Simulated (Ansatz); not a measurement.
# CH8AsNSi: rotation by 120° about the N2–Si3 bond, part 2 of 2

Wanted: the energy profile along the rotation by 120° about the N2–Si3 bond, from relaxed end points and a band of images. SMILES of the start: CN([SiH3])[AsH2].

Ansatz 0.2.0; RKS PBE-D4/def2-SVP. The steps go on from the part before.

## Step 5: The band, image by image

Images 0 and 8 are the ends. Energies count from image 0; the path length is the program's own measure over all atoms.

| image | path (Å) | energy (eV) | dihedral As4–N2–Si3–H8 (°) | band force (eV/Å) |
| --- | --- | --- | --- | --- |
| 0 | 0.000 | 0.0000 | -46 | - |
| 1 | 0.952 | 0.0288 | -57 | 0.008 |
| 2 | 1.905 | 0.0316 | -61 | 0.018 |
| 3 | 2.857 | 0.0006 | -72 | 0.021 |
| 4 | 3.810 | 0.0199 | -94 | 0.008 |
| 5* | 4.763 | 0.0453 | -121 | 0.002 |
| 6 | 5.381 | 0.0328 | -138 | 0.002 |
| 7 | 5.999 | 0.0100 | -153 | 0.002 |
| 8 | 6.617 | 0.0001 | -166 | - |

The star marks the climbing image.

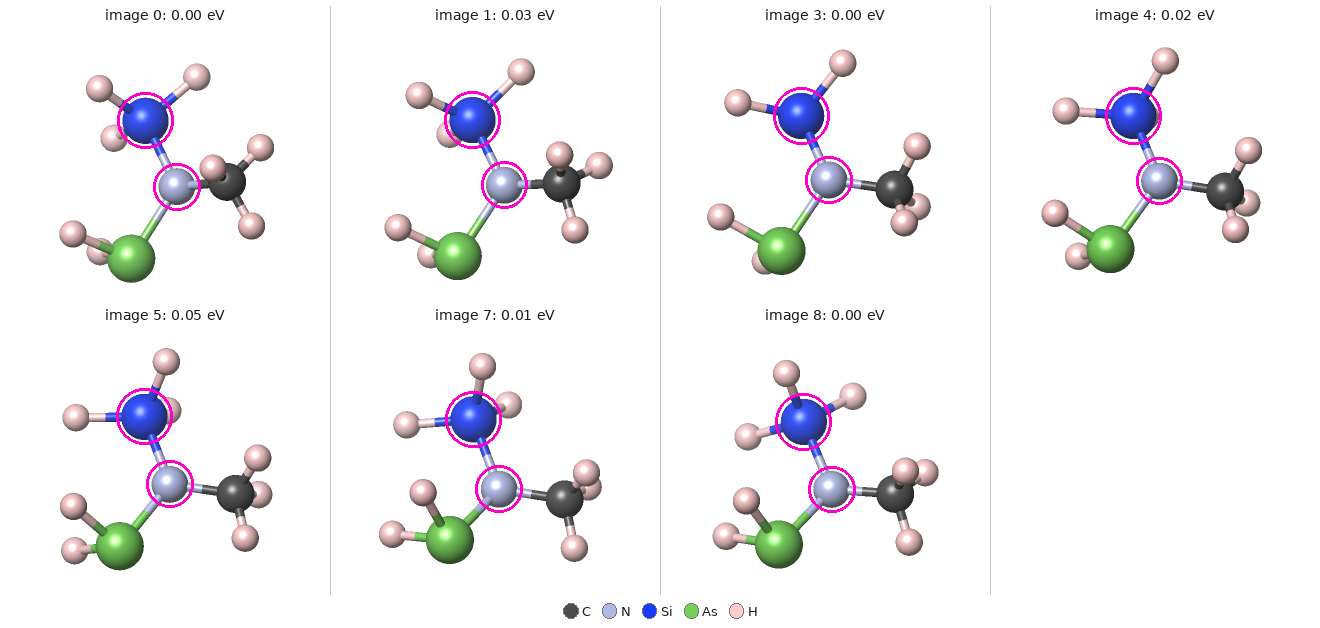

Snapshots along the band, viewed from a chosen angle. Ringed: N2, Si3. Sticks join atoms closer than a bonding distance in each image.

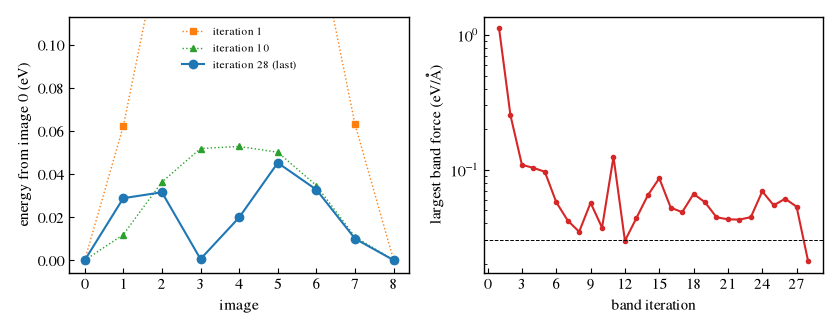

Left: energy of each image for early iterations and the last one (lines only join the points; early values far above the last band run off the scale). Right: the largest band force by iteration, with the threshold dashed.

The top of the band by iteration:

```csv
iteration,highest image above image 0 (eV),largest band force (eV/Å)
1,0.2401,1.123
4,0.0668,0.103
7,0.0593,0.042
10,0.0528,0.037
13,0.0498,0.044
16,0.0473,0.052
19,0.0456,0.057
22,0.0453,0.043
25,0.0453,0.055
28,0.0453,0.021
```

The band as a trajectory file:

```xyz
12
image=0 dE=0.0000
C    -0.830    1.273   -0.559
N    -0.380    0.001    0.004
Si    1.043   -0.057    1.032
As   -0.955   -1.524   -0.935
H    -1.894    1.209   -0.876
H    -0.765    2.073    0.210
H    -0.242    1.618   -1.444
H     0.971   -1.298    1.878
H     1.037    1.175    1.900
H     2.355   -0.091    0.278
H     0.372   -1.916   -1.657
H    -0.636   -2.517    0.203
12
image=1 dE=0.0288
C    -0.937    1.282   -0.444
N    -0.308    0.013   -0.081
Si    1.109   -0.064    0.950
As   -0.842   -1.499   -1.050
H    -1.854    1.101   -1.043
H    -1.250    1.850    0.461
H    -0.282    1.951   -1.049
H     0.952   -1.166    1.966
H     1.250    1.263    1.650
H     2.379   -0.345    0.181
H     0.542   -1.931   -1.618
H    -0.682   -2.511    0.110
12
image=2 dE=0.0316
C    -1.037    1.241   -0.334
N    -0.172    0.065   -0.251
Si    1.179   -0.029    0.863
As   -0.746   -1.472   -1.157
H    -1.761    1.130   -1.168
H    -1.632    1.428    0.590
H    -0.446    2.160   -0.542
H     0.920   -0.974    2.014
H     1.425    1.351    1.415
H     2.413   -0.522    0.152
H     0.662   -1.959   -1.581
H    -0.729   -2.473    0.033
12
image=3 dE=0.0006
C    -1.126    1.145   -0.229
N    -0.093    0.118   -0.358
Si    1.233    0.044    0.791
As   -0.622   -1.422   -1.303
H    -1.687    1.259   -1.181
H    -1.874    0.946    0.577
H    -0.656    2.127   -0.005
H     0.907   -0.703    2.067
H     1.604    1.458    1.160
H     2.396   -0.652    0.141
H     0.812   -1.957   -1.507
H    -0.817   -2.419   -0.118
12
image=4 dE=0.0199
C    -1.189    1.080   -0.126
N    -0.132    0.083   -0.298
Si    1.192    0.057    0.854
As   -0.554   -1.364   -1.416
H    -1.858    1.101   -1.012
H    -1.834    0.907    0.769
H    -0.750    2.098   -0.026
H     0.770   -0.362    2.246
H     1.777    1.443    0.965
H     2.229   -0.910    0.358
H     0.891   -1.650   -1.883
H    -0.465   -2.537   -0.397
12
image=5 dE=0.0453
C    -1.252    1.011   -0.038
N    -0.217   -0.013   -0.178
Si    1.152    0.031    0.918
As   -0.471   -1.280   -1.532
H    -2.052    0.867   -0.793
H    -1.741    0.983    0.964
H    -0.849    2.041   -0.184
H     0.706   -0.087    2.358
H     1.906    1.335    0.802
H     2.066   -1.111    0.580
H     0.956   -1.271   -2.136
H    -0.127   -2.560   -0.727
12
image=6 dE=0.0328
C    -1.307    0.939    0.022
N    -0.279   -0.093   -0.102
Si    1.127    0.000    0.945
As   -0.401   -1.202   -1.608
H    -2.182    0.703   -0.618
H    -1.680    1.006    1.069
H    -0.953    1.957   -0.271
H     0.687    0.049    2.388
H     1.960    1.238    0.696
H     1.976   -1.214    0.704
H     0.992   -0.946   -2.250
H     0.137   -2.491   -0.942
12
image=7 dE=0.0100
C    -1.362    0.861    0.072
N    -0.319   -0.156   -0.057
Si    1.109   -0.039    0.958
As   -0.334   -1.121   -1.669
H    -2.288    0.543   -0.451
H    -1.625    1.006    1.143
H    -1.078    1.861   -0.338
H     0.670    0.190    2.382
H     2.033    1.101    0.582
H     1.877   -1.325    0.843
H     0.992   -0.614   -2.312
H     0.402   -2.363   -1.120
12
image=8 dE=0.0001
C    -1.232    1.044   -0.117
N    -0.358   -0.125   -0.028
Si    1.044   -0.105    1.028
As   -0.433   -1.280   -1.511
H    -2.225    0.762   -0.528
H    -1.405    1.465    0.897
H    -0.832    1.869   -0.754
H     0.665    0.638    2.284
H     2.262    0.572    0.436
H     1.423   -1.524    1.348
H     0.908   -0.907   -2.215
H     0.261   -2.465   -0.806
```

## Step 6: Frequencies at the highest image

The geometry is the highest inner image of the first converged band.

Input file input.yaml:

```yaml
crystal:
  periodic: [false, false, false]
  atoms:
    - { symbol: C, position_ang: [-1.251532, 1.010787, -0.037952] }
    - { symbol: "N", position_ang: [-0.217107, -0.013235, -0.177705] }
    - { symbol: Si, position_ang: [1.151749, 0.030719, 0.91849] }
    - { symbol: As, position_ang: [-0.47135, -1.280095, -1.531734] }
    - { symbol: H, position_ang: [-2.052321, 0.866938, -0.793011] }
    - { symbol: H, position_ang: [-1.74116, 0.983312, 0.963731] }
    - { symbol: H, position_ang: [-0.848908, 2.040502, -0.18414] }
    - { symbol: H, position_ang: [0.706366, -0.087451, 2.357905] }
    - { symbol: H, position_ang: [1.906395, 1.335018, 0.802099] }
    - { symbol: H, position_ang: [2.065702, -1.110586, 0.579886] }
    - { symbol: H, position_ang: [0.95638, -1.27114, -2.136493] }
    - { symbol: H, position_ang: [-0.127115, -2.55987, -0.726975] }
basis:
  gaussian: { orbitals: def2-SVP }
hamiltonian:
  xc: pbe
  dispersion: d4
phonons: {}
```

Run with:

```bash
ansatz run input.yaml --threads 2 --pin off --max-ram 3072MiB --backend cpu --events-out ev --progress --plain --runs-dir out
```

Output, cut to the lines that bear on the results:

```text
Warning: RAYON_NUM_THREADS=2 ignored (pool sized by the plan → 2); use --threads N
[...]
Functional definition: PBE
[...]
1353 factors; their error is unknown
[...]
mean field -71347.25309725 eV, -2621.9631904188 hartree, gradient 2.3e-5 eV, S^2 0.000000; 0 other end points of the search recorded, 0 dependent functions left out
[...]
reference -71347.25313420 eV, -2621.9631917767 hartree; 34, 34 occupied and 84, 84 virtual orbitals, 1353 factors
[...]
1353 factors; their error is unknown
mean field -71347.25291302 eV, -2621.9631836483 hartree, gradient 2.8e-6 eV, S^2 0.000000; 0 other end points of the search recorded, 0 dependent functions left out
[...]
reference -71347.25294995 eV, -2621.9631850058 hartree; 34, 34 occupied and 84, 84 virtual orbitals, 1353 factors
[...]
1353 factors; their error is unknown
mean field -71347.25298139 eV, -2621.9631861610 hartree, gradient 7.0e-7 eV, S^2 0.000000; 0 other end points of the search recorded, 0 dependent functions left out
[...]
WARN: phonons: modes at or below zero, which the zero-point energy, F, S and C_V leave out: 1, the lowest at -118.17 cm⁻¹. A minimum has none, and a first-order saddle one
[...]
Atom 4 at    -2.052321     0.866938    -0.793011 Å, force     0.000043    -0.000100     0.000036 eV/Å
Atom 5 at    -1.741160     0.983312     0.963731 Å, force     0.000231     0.000066     0.000115 eV/Å
Atom 6 at    -0.848908     2.040502    -0.184140 Å, force    -0.000126     0.000063     0.000024 eV/Å
Atom 7 at     0.706366    -0.087451     2.357905 Å, force    -0.000176    -0.001270     0.000108 eV/Å
Atom 8 at     1.906395     1.335018     0.802099 Å, force     0.000531    -0.000079    -0.000840 eV/Å
Atom 9 at     2.065702    -1.110586     0.579886 Å, force    -0.000108     0.000152     0.000114 eV/Å
Atom 10 at     0.956380    -1.271140    -2.136493 Å, force    -0.000069    -0.002174     0.001590 eV/Å
Atom 11 at    -0.127115    -2.559870    -0.726975 Å, force     0.001844    -0.000058    -0.001366 eV/Å
Dipole moment:    -0.088612     0.022729    -0.047510 e Å
Vibrations: -118.17 83.51 133.97 158.32 189.93 272.58 447.85 670.46 678.24 753.08 789.82 853.66 889.01 909.45 948.88 990.71 1096.58 1135.87 1149.19 1392.78 1408.40 1438.43 2064.41 2070.70 2121.67 2130.78 2189.52 2910.57 2969.16 3030.06 cm⁻¹, zero-point energy 2.224126 eV
```

It took 86 s on 2 threads of Arm Neoverse V2, shared host; peak memory 0.17 GiB.

Of 30 modes, 1 is imaginary by more than 30 cm⁻¹ (118i cm⁻¹).

## Step 7: The band again, with other settings

crystal.atoms is end A as relaxed above, and neb.final_atoms is end B, turned to lie on A. With 1 inner images the band has 3 in all.

Input file input.yaml:

```yaml
crystal:
  periodic: [false, false, false]
  atoms:
    - { symbol: C, position_ang: [-0.829845, 1.273011, -0.559009] }
    - { symbol: "N", position_ang: [-0.379802, 0.00135, 0.003962] }
    - { symbol: Si, position_ang: [1.042663, -0.056903, 1.031553] }
    - { symbol: As, position_ang: [-0.954809, -1.524224, -0.934997] }
    - { symbol: H, position_ang: [-1.893599, 1.208717, -0.87552] }
    - { symbol: H, position_ang: [-0.765181, 2.072509, 0.210145] }
    - { symbol: H, position_ang: [-0.241646, 1.618088, -1.443786] }
    - { symbol: H, position_ang: [0.971242, -1.297675, 1.877505] }
    - { symbol: H, position_ang: [1.037113, 1.175008, 1.90026] }
    - { symbol: H, position_ang: [2.355058, -0.091173, 0.277987] }
    - { symbol: H, position_ang: [0.371632, -1.916484, -1.656814] }
    - { symbol: H, position_ang: [-0.635727, -2.517325, 0.202814] }
basis:
  gaussian: { orbitals: def2-SVP }
hamiltonian:
  xc: pbe
  dispersion: d4
neb:
  order_check: false
  images: 1
  f_tol: 0.03
  max_iterations: 60
  initial_path: idpp
  climbing: false
  final_atoms:
    - { symbol: C, position_ang: [-0.99818054, 1.2168185, -0.3786547] }
    - { symbol: "N", position_ang: [-0.37582942, -0.05324477, -0.00903889] }
    - { symbol: Si, position_ang: [1.02434879, -0.07832064, 1.05013056] }
    - { symbol: As, position_ang: [-0.71242495, -1.47218979, -1.19817776] }
    - { symbol: H, position_ang: [-2.03646664, 1.05507044, -0.7415811] }
    - { symbol: H, position_ang: [-1.06175472, 1.88067754, 0.51021205] }
    - { symbol: H, position_ang: [-0.45402003, 1.78141844, -1.17447625] }
    - { symbol: H, position_ang: [0.82853119, 0.9869321, 2.09873322] }
    - { symbol: H, position_ang: [2.34016871, 0.19044059, 0.35153831] }
    - { symbol: H, position_ang: [1.11683745, -1.43666057, 1.68810337] }
    - { symbol: H, position_ang: [0.66169384, -1.54306154, -1.93404909] }
    - { symbol: H, position_ang: [-0.25580469, -2.5829813, -0.22863972] }
```

Run with:

```bash
ansatz run input.yaml --threads 2 --pin off --max-ram 3072MiB --backend cpu --events-out ev --progress --plain --runs-dir out
```

Output, cut to the lines that bear on the results:

```text
Warning: RAYON_NUM_THREADS=2 ignored (pool sized by the plan → 2); use --threads N
[...]
[... 1 set-up line as earlier in the session ...]
[...]
1353 factors; their error is unknown
[...]
mean field -71347.29598418 eV, -2621.9647664846 hartree, gradient 3.4e-5 eV, S^2 0.000000; 0 other end points of the search recorded, 0 dependent functions left out
[...]
reference -71347.29602085 eV, -2621.9647678319 hartree; 34, 34 occupied and 84, 84 virtual orbitals, 1353 factors
1353 factors; their error is unknown
[...]
mean field -71347.29596841 eV, -2621.9647659048 hartree, gradient 3.2e-5 eV, S^2 0.000000; 0 other end points of the search recorded, 0 dependent functions left out
[...]
reference -71347.29600499 eV, -2621.9647672492 hartree; 34, 34 occupied and 84, 84 virtual orbitals, 1353 factors
NEB end point (image 0): max|allowed force component| = 6.634e-3 eV/Å (the criterion of neb.relax_end_points is 1.000e-2)
[...]
Atom 2 at     1.089963    -0.041872     0.993210 Å, force     0.025288    -0.004180     0.015748 eV/Å
Atom 3 at    -0.580463    -1.385339    -1.377983 Å, force     0.004293    -0.012432    -0.019938 eV/Å
Atom 4 at    -2.122070     0.843074    -0.604861 Å, force     0.004977     0.000373    -0.003998 eV/Å
Atom 5 at    -1.306005     1.543551     0.813452 Å, force     0.001699    -0.010729     0.010046 eV/Å
Atom 6 at    -0.763684     1.990238    -0.836330 Å, force     0.003991     0.000402     0.005151 eV/Å
Atom 7 at     0.632061    -0.537982     2.347089 Å, force     0.011934     0.002924    -0.003179 eV/Å
Atom 8 at     1.650545     1.345221     1.192663 Å, force    -0.004231    -0.002361    -0.004223 eV/Å
Atom 9 at     2.170150    -0.959756     0.493374 Å, force    -0.005914     0.001564    -0.002214 eV/Å
Atom 10 at     0.778647    -1.449443    -2.128064 Å, force     0.004447    -0.004873     0.015920 eV/Å
Atom 11 at    -0.138878    -2.553988    -0.463863 Å, force    -0.006160    -0.005675    -0.003050 eV/Å
Dipole moment:    -0.090953     0.044920    -0.051856 e Å
this run last wrote the band of iteration 7 to <dir>
```

Run time: 19 s. Hardware: 2 threads of Arm Neoverse V2, shared host; peak memory 0.17 GiB.

## Step 8: The band, image by image

The 1 inner images lie between the fixed ends 0 and 2. Energy is taken from image 0, and the path length is the program's own coordinate along the band.

| image | path (Å) | energy (eV) | dihedral As4–N2–Si3–H8 (°) | band force (eV/Å) |
| --- | --- | --- | --- | --- |
| 0 | 0.000 | 0.0000 | -46 | - |
| 1 | 2.312 | 0.0601 | -94 | 0.026 |
| 2 | 4.623 | 0.0001 | -166 | - |

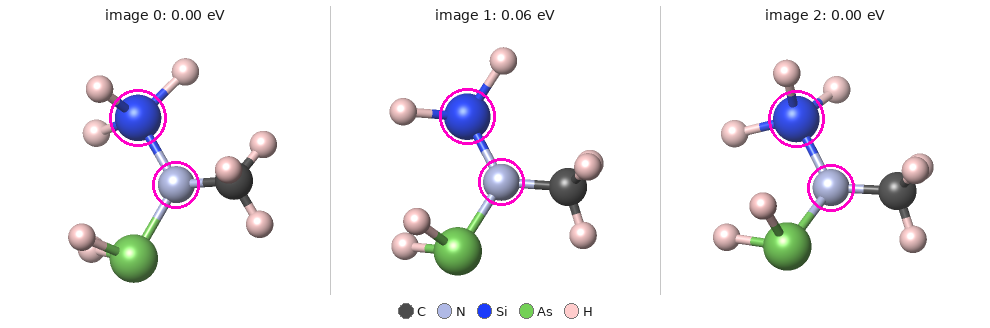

The images of the last band, seen from a chosen angle. Ringed: N2, Si3. Sticks join atoms closer than a bonding distance in each image.

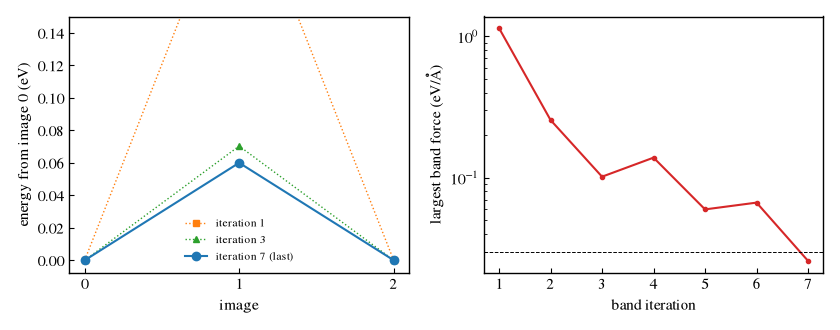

Left: energy of each image for early iterations and the last one (lines only join the points; early values far above the last band run off the scale). Right: the largest band force by iteration, with the threshold dashed.

## Step 9: Outcome

What follows sums up all 2 parts.

```
                                quantity                                                                   value
                                   end A                                                 8 moves, 0.472 eV lower
                                   end B                                                 7 moves, 0.468 eV lower
            first band: barrier forwards                                                                0.045 eV
           first band: barrier backwards                                                                0.045 eV
first band: second end relative to first                                                                0.000 eV
               first band: highest image                                                   5 of 0 to 8, climbing
             first band: band iterations                                                                      28
              imaginary modes at the top                                                               118i cm⁻¹
                             second band  top 0.060 eV above image 0, 7 iterations, 1 inner image, none climbing
             time, first and second band                                                        6.4 min and 19 s
```

In the first band: the top lies 0.045 eV above the first end, or 1.8 kT at room temperature. The two ends lie within 1 meV of each other. Image 3 sits in a dip between two rises: the path passes through another minimum, and each half would need a band of its own. The listed dihedral goes from -46° at end A through -121° at the highest image to -166° at end B. One imaginary mode, as a first-order saddle point has. The second band's top lies 15 meV above the first's. As for the second band: so few images can miss the top or cut a corner of the path. These are electronic energies, with no zero-point or thermal terms.
